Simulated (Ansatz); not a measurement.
ClGa···HF

The calculation's input:

```
crystal:
  periodic: [false, false, false]
  atoms:
    - {symbol: Ga, position_ang: [-0.940586, -1.295875, 0.268943]}
    - {symbol: F, position_ang: [0.161397, 0.430850, -1.330306]}
    - {symbol: H, position_ang: [0.468400, 0.701279, -0.478376]}
    - {symbol: Cl, position_ang: [0.310690, 0.163745, 1.539840]}
basis:
  gaussian: {orbitals: def2-TZVPP}
hamiltonian: {xc: pbe0, dispersion: d4}
output: {orbitals: {seedname: orbitals}}
```

Run with:

```sh
ansatz run in.yaml --threads 2 --pin off --events-out ev --progress --plain --max-ram 4352MiB
```

The product side of a reaction path; geometry: PBE0-D4/def2-TZVP.

Method: Ansatz, RKS PBE0-D4/def2-TZVPP.

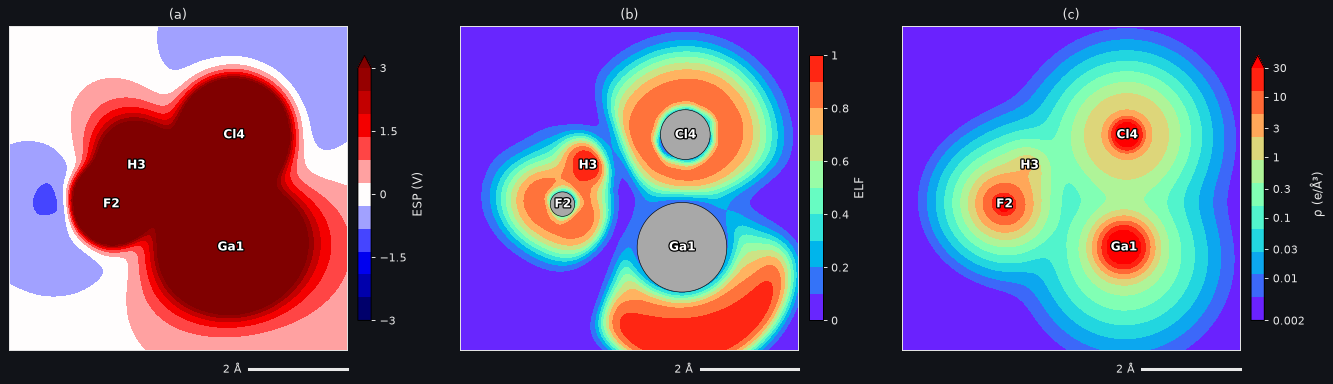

Figure 1. (a) molecular electrostatic potential; (b) electron localisation function; (c) electron density on the molecular plane. Grey discs cover the atomic cores in the ELF map.

Question: What does the map show?

Answer:
- The plane passes through Ga, F, H and Cl nuclei.
- Ga1···F2 (2.60 Å): the density falls to about 0.14 e/Å³ on the way; the ELF dips to about 0.05 between them.
- Ga–Cl (2.30 Å): ρ is about 0.54 e/Å³ halfway, with its minimum of 0.48 e/Å³ about 1.0 Å from Ga; the ELF peaks at about 0.85 in the valence shell of Cl, 0.8 Å from its nucleus, and is about 0.55 at the midpoint.
- F–H (0.95 Å): the density is about 4.6 e/Å³ at the midpoint; the ELF climbs to about 1 towards the hydrogen, as it does in any bond to H (an ordinary covalent bond to hydrogen).
- The ELF also peaks beside F2 and Cl4, away from the bonds: lone-pair regions.
- Outside the dense part of the complex the potential is most negative (−0.9 V) near F2.

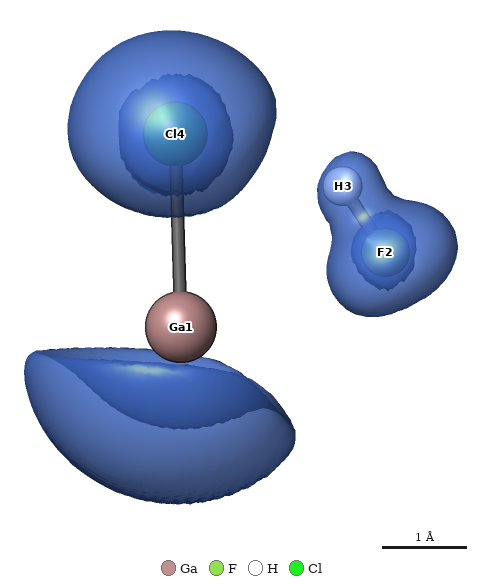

Figure 2. Isosurface of the ELF at 0.75 (blue), seen across its widest extent. Only the valence region is drawn (cores and ρ < 0.01 e/Å³ removed).

Question: Describe the localisation domains.

Answer: At this value the surface marks out one lobe on Ga, pointing away from the bonds (lone pairs), one region wrapped around Cl (its valence shell) and one joined region spread over several atoms (F, H), in which their bonds and any lone pairs are merged.

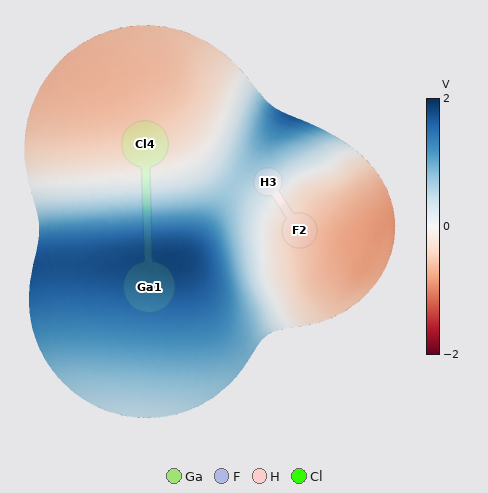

Figure 3. The electrostatic potential painted on the density surface at 0.002 e/bohr³, seen across its widest extent; the colour scale runs from red (negative) to blue (positive).

Question: Describe the electrostatic potential map.

Answer: The most negative region (about −0.8 V, or −18 kcal/mol for a unit charge) lies over F2, the most positive (about +1.9 V, or +44 kcal/mol for a unit charge) over Ga1.

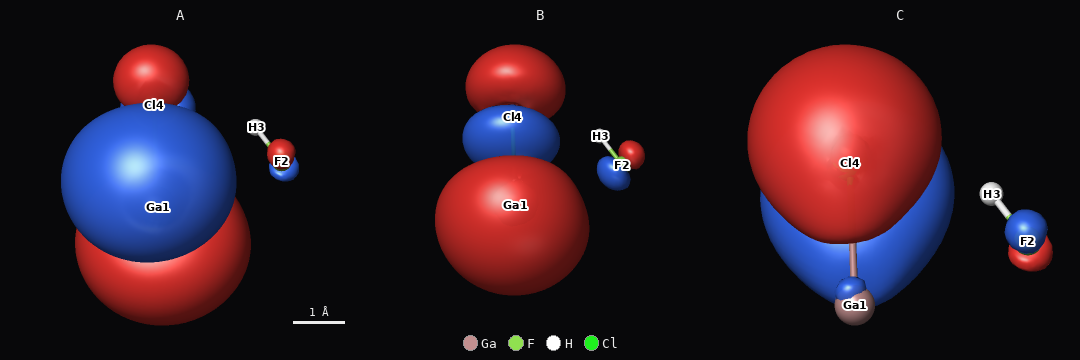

Figure 4. Three frontier orbitals at ±0.08 Å⁻³ᐟ² (blue and red are the two phases), in no order.

Question: Which picture is the HOMO−1, the HOMO and the LUMO?

Answer: C is the HOMO−1 (−9.03 eV). Its weight (Hirshfeld) is mainly on Cl4 (about 90 %); it changes sign across the molecular plane (π type). B is the HOMO (−7.68 eV). Its weight (Hirshfeld) is mainly on Ga1 (about 65 %) and Cl4 (about 35 %); it is symmetric in the molecular plane (an in-plane orbital: σ, lone-pair or in-plane π type). A is the LUMO (−1.79 eV). Its weight (Hirshfeld) is mainly on Ga1 (about 90 %) and Cl4 (about 10 %); it changes sign across the molecular plane (π type).

Question: What is the HOMO–LUMO gap?

Answer: 5.89 eV between the orbital energies.
